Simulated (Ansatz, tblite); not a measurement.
# AsP3SOO nortricyclane (AsO2P3S): removing an electron

Aim: the energy of removing an electron for AsP3SOO nortricyclane (AsO2P3S), by energy differences, and how well orbital energies stand in for it.

The runs use Ansatz 0.2.0, Gaussian basis; as each input shows.

The runs, in order: charge +1 doublet, at the geometry of the singlet (PBE0-D4/def2-TZVP, PBE-D4/def2-TZVP, LDA/def2-TZVP, CCSD(T)/def2-SVP); charge +1 doublet, relaxed (PBE0-D4/def2-TZVP, PBE-D4/def2-TZVP); the starting singlet's energies come from earlier runs.

2 further runs of the same task are left out: 2 set aside as unsound or not needed.

### 1 The relaxed structure

The singlet was relaxed beforehand with PBE0-D4/def2-SVP.

7 atoms, charge 0, spin multiplicity 1.

Atoms are counted from 1 here; the program's logs count them from 0.

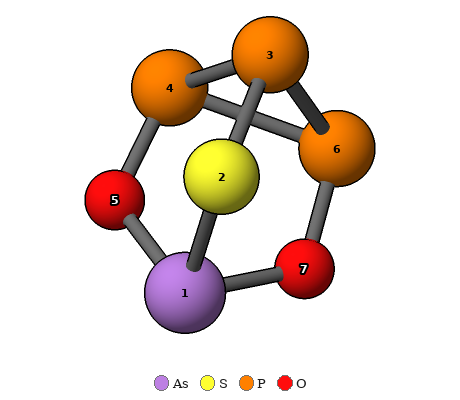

The geometry (arsenic purple, sulfur yellow, phosphorus orange, oxygen red); atoms are numbered from 1 in the order of the file.

### 2 Charge +1 doublet at the fixed geometry, PBE0-D4/def2-TZVP

in.yaml reads:

```yaml
crystal:
  periodic: [false, false, false]
  atoms:
    - {symbol: As, position_ang: [-0.204130, -1.634442, 0.151859]}
    - {symbol: S, position_ang: [-1.991247, -0.284772, -0.136631]}
    - {symbol: P, position_ang: [-0.931405, 1.531045, -0.235875]}
    - {symbol: P, position_ang: [1.006851, 0.794409, -1.153037]}
    - {symbol: O, position_ang: [0.758520, -0.850565, -1.158491]}
    - {symbol: P, position_ang: [0.817566, 1.028943, 1.116785]}
    - {symbol: O, position_ang: [0.543845, -0.584618, 1.415391]}
basis:
  gaussian: {orbitals: def2-TZVP}
total_charge: 1
magnetization: {spin_polarized: true, initial_magnetization: 1}
hamiltonian: {xc: pbe0, dispersion: d4}
scf: {omitted_lower_state_checks: [starts]}
output: {orbitals: {seedname: orbitals}}
```

The run is started by

```
$ ansatz run in.yaml --threads 2 --pin off --events-out ev --progress --plain --max-ram 32768MiB --backend cpu
```

Log:

```text
Functional definition: PBE0
  name "PBE0"
  cite "Adamo & Barone, J. Chem. Phys. 110, 6158 (1999) doi:10.1063/1.478522"
  cite "Perdew, Burke & Ernzerhof, Phys. Rev. Lett. 77, 3865 (1996) doi:10.1103/PhysRevLett.77.3865"
  parent pbe
  parameter a = 0.25
  parameter kappa = 0.804
  parameter beta = 0.06672455060314922
  exchange = (1 - a)*pbe_x(kappa = kappa, mu = beta*pi^2/3) + a*exact_x
  correlation = pbe_c(beta = beta)
these checks for a lower state are left out or cut short: starts
1842 factors; their error is unknown
mean field evaluation 1: about -103592.5478 eV, gradient 6.8e1 eV
mean field evaluation 2: about -103454.4826 eV, gradient 1.8e2 eV
mean field evaluation 4: about -103606.3876 eV, gradient 2.0e1 eV
mean field evaluation 8: about -103608.6165 eV, gradient 2.8e-1 eV
mean field evaluation 16: about -103608.9188 eV, gradient 3.1e-3 eV
mean field evaluation 32: about -103608.9188 eV, gradient 4.3e-6 eV
mean field -103608.91881693 eV, -3807.5575378746 hartree, gradient 4.3e-6 eV, S^2 0.760131; 0 other end points of the search recorded, 0 dependent functions left out
reference -103608.91884412 eV, -3807.5575388740 hartree; 55, 54 occupied and 203, 204 virtual orbitals, 1842 factors
Total energy: -103609.36485706 eV, -3807.5739295470 hartree
Checks for a lower state left out: starts
```

Wall time 81 s (2 threads of AMD EPYC 7R13, shared host); peak memory 2.4 GiB.

HOMO -12.47 eV, LUMO -10.56 eV (over both spins); ⟨S²⟩ 0.760 (pure: 0.75).

### 3 Charge +1 doublet at the fixed geometry, PBE-D4/def2-TZVP

start.molden holds the orbitals of an earlier run on this state, given as this run's starting guess.

in.yaml, as its differences from that of step 2:

```diff
@@ -11,6 +11,6 @@
 basis:
-  gaussian: {orbitals: def2-TZVP}
+  gaussian: {orbitals: def2-TZVP, initial_orbitals: start.molden}
 total_charge: 1
 magnetization: {spin_polarized: true, initial_magnetization: 1}
-hamiltonian: {xc: pbe0, dispersion: d4}
+hamiltonian: {xc: pbe, dispersion: d4}
 scf: {omitted_lower_state_checks: [starts]}
```

Launched as before.

Log:

```text
Functional definition: PBE
  name "PBE"
  cite "Perdew, Burke & Ernzerhof, Phys. Rev. Lett. 77, 3865 (1996) doi:10.1103/PhysRevLett.77.3865"
  parent pbe
  parameter kappa = 0.804
  parameter beta = 0.06672455060314922
  exchange = pbe_x(kappa = kappa, mu = beta*pi^2/3)
  correlation = pbe_c(beta = beta)
these checks for a lower state are left out or cut short: starts
1746 factors; their error is unknown
mean field evaluation 1: about -103604.6926 eV, gradient 1.2e1 eV
mean field evaluation 2: about -103604.9276 eV, gradient 3.5e-1 eV
mean field evaluation 4: about -103604.9141 eV, gradient 1.1e-1 eV
mean field evaluation 8: about -103604.9141 eV, gradient 1.7e-5 eV
mean field -103604.91412395 eV, -3807.4103681223 hartree, gradient 3.8e-6 eV, S^2 0.753750; 0 other end points of the search recorded, 0 dependent functions left out
reference -103604.91416009 eV, -3807.4103694503 hartree; 55, 54 occupied and 203, 204 virtual orbitals, 1746 factors
Total energy: -103605.44137831 eV, -3807.4297443623 hartree
Checks for a lower state left out: starts
```

Wall time 15 s (2 threads of AMD EPYC 7R13, shared host); peak memory 0.6 GiB.

HOMO -11.40 eV, LUMO -11.17 eV (over both spins); ⟨S²⟩ 0.754 (pure: 0.75).

### 4 Charge +1 doublet at the fixed geometry, LDA/def2-TZVP

in.yaml, as its differences from that of step 3:

```diff
@@ -14,3 +14,3 @@
 magnetization: {spin_polarized: true, initial_magnetization: 1}
-hamiltonian: {xc: pbe, dispersion: d4}
+hamiltonian: {xc: lda}
 scf: {omitted_lower_state_checks: [starts]}
```

Same command.

Log:

```text
Functional definition: SPW92
  name "SPW92"
  cite "Dirac, Proc. Camb. Phil. Soc. 26, 376 (1930) doi:10.1017/S0305004100016108"
  cite "Slater, Phys. Rev. 81, 385 (1951) doi:10.1103/PhysRev.81.385"
  cite "Perdew & Wang, Phys. Rev. B 45, 13244 (1992) doi:10.1103/PhysRevB.45.13244"
  exchange = slater_x
  correlation = pw_c
these checks for a lower state are left out or cut short: starts
1746 factors; their error is unknown
mean field evaluation 1: about -103377.8480 eV, gradient 3.4e1 eV
mean field evaluation 2: about -103378.5317 eV, gradient 1.0e0 eV
mean field evaluation 4: about -103378.5346 eV, gradient 1.1e-1 eV
mean field evaluation 8: about -103378.5346 eV, gradient 1.1e-5 eV
mean field -103378.53464217 eV, -3799.0910756121 hartree, gradient 5.9e-6 eV, S^2 0.751481; 0 other end points of the search recorded, 0 dependent functions left out
reference -103378.53467602 eV, -3799.0910768560 hartree; 55, 54 occupied and 203, 204 virtual orbitals, 1746 factors
Total energy: -103378.53467602 eV, -3799.0910768560 hartree
Checks for a lower state left out: starts
```

It took 9.1 s on 2 threads of AMD EPYC 7R13, shared host; peak memory 0.59 GiB.

HOMO -11.56 eV, LUMO -11.42 eV (over both spins); ⟨S²⟩ 0.751 (pure: 0.75).

### 5 Charge +1 doublet at the fixed geometry, CCSD(T)/def2-SVP

in.yaml, as its differences from that of step 4:

```diff
@@ -11,7 +11,7 @@
 basis:
-  gaussian: {orbitals: def2-TZVP, initial_orbitals: start.molden}
+  gaussian: {orbitals: def2-SVP, initial_orbitals: start.molden}
 total_charge: 1
 magnetization: {spin_polarized: true, initial_magnetization: 1}
-hamiltonian: {xc: lda}
-scf: {omitted_lower_state_checks: [starts]}
+correlation: {method: ccsd_t}
+scf: {omitted_lower_state_checks: [starts, cluster_reference]}
 output: {orbitals: {seedname: orbitals}}
```

The run is started by

```
$ ansatz run in.yaml --threads 2 --pin off --events-out ev --progress --plain --max-ram 32768MiB --backend cuda --devices 0, --max-vram 18GiB
```

Log (excerpt; [...] marks lines left out):

```text
Functional definition: HF
  name "HF"
  cite "Fock, Z. Phys. 61, 126 (1930) doi:10.1007/BF01340294"
  parent pbe
[...]
1200 factors; integrals over basis functions are off by at most 1.1e-3 eV
[...]
mean field -103473.57062334 eV, -3802.5835835026 hartree, gradient 2.7e-6 eV, S^2 0.798769; 0 other end points of the search recorded, 0 dependent functions left out
31 core orbitals not correlated: weight in the atoms' cores, before any rotation towards them, 1.000 or more for the frozen orbitals, at most 0.000 for the correlated occupied ones
reference -103473.57062334 eV, -3802.5835835026 hartree; 24, 23 occupied and 77, 78 virtual orbitals, 1200 factors
second order -28.29859048 eV of doubles, -0.00000000 eV of singles
cycle   1  -27.79400132 eV  change    5.0e-1 eV  update   1.9e-1
[...]
cycle  15  -29.11721540 eV  change   -1.6e-5 eV  update   2.3e-5
perturbative correction -1.37115427 eV, -0.0503889899 hartree
Total energy: -103504.05899301 eV, -3803.7040104220 hartree
Checks for a lower state left out: starts, cluster_reference
```

Run time: 11 s. Hardware: 1 × H100 (card shared with other runs) with 2 threads of AMD EPYC 7R13, shared host; peak host memory 0.79 GiB.

Report: Hartree-Fock HOMO -15.16 eV, LUMO -7.70 eV (over both spins); ⟨S²⟩ 0.799 (pure: 0.75); T1 0.027.

### 6 Vertical ionisation energy

Charged state less starting state, singlet to doublet; the starting state's energies are those of its earlier runs.

Differences are taken before rounding.

```
           method  vertical ionisation energy (eV)  from CCSD(T)/def2-SVP (eV)  time
      HF/def2-SVP                             8.48                       -0.16      
    LDA/def2-TZVP                             8.81                       +0.16  13 s
 PBE-D4/def2-TZVP                             8.62                       -0.02  24 s
PBE0-D4/def2-TZVP                             8.81                       +0.16  95 s
     MP2/def2-SVP                             8.81                       +0.16      
    CCSD/def2-SVP                             8.72                       +0.08      
 CCSD(T)/def2-SVP                             8.65                           0  18 s
```

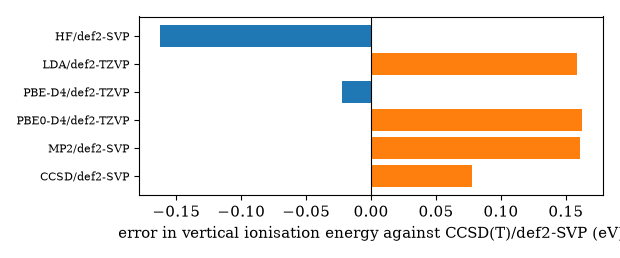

How far each level lands from CCSD(T)/def2-SVP.

Some runs used a GPU and others CPU threads alone, so the times don't compare the methods' cost.

Times add the two runs; a level without a time comes out of a correlated run.

Beside −ε(HOMO) of the starting state:

```
            level  −ε(HOMO) (eV)  by difference (eV)  mismatch (eV)
    LDA/def2-TZVP           6.21                8.81          -2.60
 PBE-D4/def2-TZVP           6.04                8.62          -2.58
PBE0-D4/def2-TZVP           7.02                8.81          -1.79
```

### 7 Relaxing the charge +1 doublet

in.yaml, as its differences from that of step 5:

```diff
@@ -11,7 +11,8 @@
 basis:
-  gaussian: {orbitals: def2-SVP, initial_orbitals: start.molden}
+  gaussian: {orbitals: def2-SVP}
 total_charge: 1
 magnetization: {spin_polarized: true, initial_magnetization: 1}
-correlation: {method: ccsd_t}
-scf: {omitted_lower_state_checks: [starts, cluster_reference]}
+hamiltonian: {xc: pbe0, dispersion: d4}
+scf: {lower_state_search: "off"}
 output: {orbitals: {seedname: orbitals}}
+relax: {f_tol: 0.02, max_steps: 100}
```

The run is started by

```
$ ansatz run in.yaml --threads 2 --pin off --events-out ev --progress --plain --max-ram 32768MiB --backend cpu
```

Log (excerpt; [...] marks lines left out):

```text
Functional definition: PBE0
  name "PBE0"
  cite "Adamo & Barone, J. Chem. Phys. 110, 6158 (1999) doi:10.1063/1.478522"
  cite "Perdew, Burke & Ernzerhof, Phys. Rev. Lett. 77, 3865 (1996) doi:10.1103/PhysRevLett.77.3865"
  parent pbe
[...]
1311 factors; integrals over basis functions are off by at most 3.4e-4 eV
[...]
mean field -103582.20822334 eV, -3806.5759416653 hartree, gradient 3.7e-6 eV, S^2 0.757780; 0 other end points of the search recorded, 0 dependent functions left out
[...]
reference -103582.20824546 eV, -3806.5759424781 hartree; 55, 54 occupied and 77, 78 virtual orbitals, 1311 factors
relax step   1: F+E_penalty+E_count = -103582.65423627 eV  Δ(F+E_penalty+E_count) = +0.000e0 eV  max|allowed force component| = 1.952e0 eV/Å  Δτ_max = 0.0000 Å  (22 SCF iters, accepted)
[...]
Total energy: -103582.96881906 eV, -3806.6038930426 hartree
Atom 0 at    -0.130995    -1.696415     0.164361 Å, force    -0.000494     0.002571    -0.000311 eV/Å
Atom 1 at    -2.012109    -0.205264    -0.146594 Å, force     0.002433    -0.000285     0.000234 eV/Å
Atom 2 at    -1.046838     1.569549    -0.249479 Å, force    -0.001731     0.000253    -0.000170 eV/Å
Atom 3 at     1.046136     0.763607    -1.119535 Å, force    -0.000164    -0.001520     0.000597 eV/Å
Atom 4 at     0.747863    -0.844133    -1.151126 Å, force    -0.000001     0.000324     0.000263 eV/Å
Atom 5 at     0.861272     0.992649     1.097139 Å, force    -0.000093    -0.001621    -0.000294 eV/Å
Atom 6 at     0.534670    -0.579992     1.405236 Å, force     0.000049     0.000278    -0.000319 eV/Å
Dipole moment:     0.104402     0.176071    -0.009486 e Å
Checks for a lower state left out: stability, starts, cluster_reference, orbital_swaps, neighbouring_geometries, increment
```

Wall time 75 s (2 threads of AMD EPYC 7R13, shared host).

Relaxation path:

```
step  energy from step 1 (eV)  largest force component (eV/Å)
   1                   0.0000                          1.9520
   2                  -0.1519                          1.0840
   3                  -0.2930                          0.5064
   4                  -0.3082                          0.2458
   5                  -0.3127                          0.1510
   6                  -0.3143                          0.0603
   7                  -0.3145                          0.0448
   8                  -0.3146                          0.0026
```

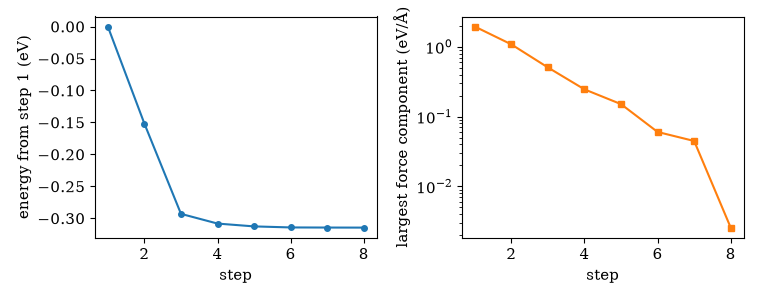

Energy and largest force along the relaxation.

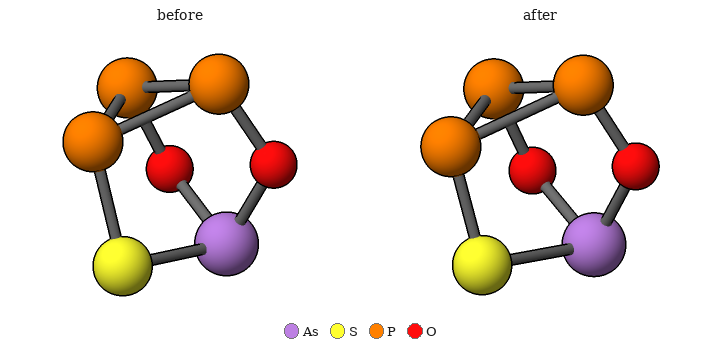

The geometry before (left) and after (right).

Close pairs (by a distance rule), those that changed most:

```
  bond  before (Å)  after (Å)  change (Å)
As1–S2       2.258      2.420      +0.162
 P3–P4       2.267      2.406      +0.138
 P3–P6       2.267      2.406      +0.138
 S2–P3       2.105      2.023      -0.082
 P4–P6       2.290      2.236      -0.054
 P6–O7       1.664      1.635      -0.028
 P4–O5       1.664      1.635      -0.028
As1–O5       1.805      1.797      -0.008
```

### 8 Charge +1 doublet, PBE0-D4/def2-TZVP

in.yaml reads:

```yaml
crystal:
  periodic: [false, false, false]
  atoms:
    - {symbol: As, position_ang: [-0.130995, -1.696415, 0.164361]}
    - {symbol: S, position_ang: [-2.012109, -0.205264, -0.146594]}
    - {symbol: P, position_ang: [-1.046838, 1.569549, -0.249479]}
    - {symbol: P, position_ang: [1.046136, 0.763607, -1.119535]}
    - {symbol: O, position_ang: [0.747863, -0.844133, -1.151126]}
    - {symbol: P, position_ang: [0.861272, 0.992649, 1.097139]}
    - {symbol: O, position_ang: [0.534670, -0.579992, 1.405236]}
basis:
  gaussian: {orbitals: def2-TZVP, initial_orbitals: start.molden}
total_charge: 1
magnetization: {spin_polarized: true, initial_magnetization: 1}
hamiltonian: {xc: pbe0, dispersion: d4}
scf: {omitted_lower_state_checks: [starts]}
output: {orbitals: {seedname: orbitals}}
```

The command is unchanged.

Log:

```text
Functional definition: PBE0
  name "PBE0"
  cite "Adamo & Barone, J. Chem. Phys. 110, 6158 (1999) doi:10.1063/1.478522"
  cite "Perdew, Burke & Ernzerhof, Phys. Rev. Lett. 77, 3865 (1996) doi:10.1103/PhysRevLett.77.3865"
  parent pbe
  parameter a = 0.25
  parameter kappa = 0.804
  parameter beta = 0.06672455060314922
  exchange = (1 - a)*pbe_x(kappa = kappa, mu = beta*pi^2/3) + a*exact_x
  correlation = pbe_c(beta = beta)
these checks for a lower state are left out or cut short: starts
1842 factors; their error is unknown
mean field evaluation 1: about -103603.1404 eV, gradient 1.6e2 eV
mean field evaluation 2: about -103608.6458 eV, gradient 6.8e0 eV
mean field evaluation 4: about -103609.1831 eV, gradient 3.6e-1 eV
mean field evaluation 8: about -103609.1839 eV, gradient 2.2e-5 eV
mean field -103609.18392739 eV, -3807.5672805045 hartree, gradient 2.2e-5 eV, S^2 0.759784; 0 other end points of the search recorded, 0 dependent functions left out
reference -103609.18395475 eV, -3807.5672815097 hartree; 55, 54 occupied and 203, 204 virtual orbitals, 1842 factors
Total energy: -103609.62779385 eV, -3807.5835922960 hartree
Checks for a lower state left out: starts
```

It took 44 s on 2 threads of AMD EPYC 7R13, shared host; peak memory 1.5 GiB.

Report: HOMO -12.17 eV, LUMO -9.88 eV (over both spins); ⟨S²⟩ 0.760 (pure: 0.75).

### 9 Charge +1 doublet, PBE-D4/def2-TZVP

in.yaml, as its differences from that of step 8:

```diff
@@ -14,3 +14,3 @@
 magnetization: {spin_polarized: true, initial_magnetization: 1}
-hamiltonian: {xc: pbe0, dispersion: d4}
+hamiltonian: {xc: pbe, dispersion: d4}
 scf: {omitted_lower_state_checks: [starts]}
```

Launched as before.

Log:

```text
Functional definition: PBE
  name "PBE"
  cite "Perdew, Burke & Ernzerhof, Phys. Rev. Lett. 77, 3865 (1996) doi:10.1103/PhysRevLett.77.3865"
  parent pbe
  parameter kappa = 0.804
  parameter beta = 0.06672455060314922
  exchange = pbe_x(kappa = kappa, mu = beta*pi^2/3)
  correlation = pbe_c(beta = beta)
these checks for a lower state are left out or cut short: starts
1746 factors; their error is unknown
mean field evaluation 1: about -103604.9640 eV, gradient 1.2e1 eV
mean field evaluation 2: about -103605.1960 eV, gradient 3.5e-1 eV
mean field evaluation 4: about -103605.1812 eV, gradient 1.1e-1 eV
mean field evaluation 8: about -103605.1812 eV, gradient 1.1e-5 eV
mean field -103605.18118056 eV, -3807.4201822716 hartree, gradient 1.1e-5 eV, S^2 0.753646; 0 other end points of the search recorded, 0 dependent functions left out
reference -103605.18121685 eV, -3807.4201836052 hartree; 55, 54 occupied and 203, 204 virtual orbitals, 1746 factors
Total energy: -103605.70512188 eV, -3807.4394367599 hartree
Checks for a lower state left out: starts
```

Run time: 14 s. Hardware: 2 threads of AMD EPYC 7R13, shared host; peak memory 0.58 GiB.

Report: HOMO -11.14 eV, LUMO -10.55 eV (over both spins); ⟨S²⟩ 0.754 (pure: 0.75).

### 10 Adiabatic ionisation energy

Charged state less starting state, singlet to doublet; the starting state's energies are those of its earlier runs.

```
            level  adiabatic ionisation energy (eV)  time
 PBE-D4/def2-TZVP                             +8.36  23 s
PBE0-D4/def2-TZVP                             +8.55  59 s
```

Times add the two runs; a level without a time comes out of a correlated run.

### 11 Summary of results

| quantity | value |
| --- | --- |
| vertical ionisation energy, functionals in def2-TZVP | 8.62 (PBE-D4) to 8.81 eV (PBE0-D4) |
| vertical ionisation energy, CCSD(T)/def2-SVP | 8.65 eV |
| adiabatic ionisation energy, functionals in def2-TZVP | 8.36 (PBE-D4) to 8.55 eV (PBE0-D4) |
| relaxation of the cation side, PBE-D4/def2-TZVP | 0.26 eV |

**Reading.** The vertical ionisation energy spans 8.62 to 8.81 eV over the functionals, beside 8.65 eV from CCSD(T)/def2-SVP. −ε(HOMO) misses the level's own difference by -1.79 eV at best (PBE0-D4) and -2.60 eV at worst (LDA). The yardstick is in a double-zeta basis, so levels in larger sets aren't compared like for like. CCSD(T)/def2-SVP isn't at the basis-set limit; small misses against it rank nothing. The adiabatic ionisation energy spans 8.36 to 8.55 eV over the functionals. Relaxing the oxidised state gains 0.26 eV at PBE-D4/def2-TZVP.
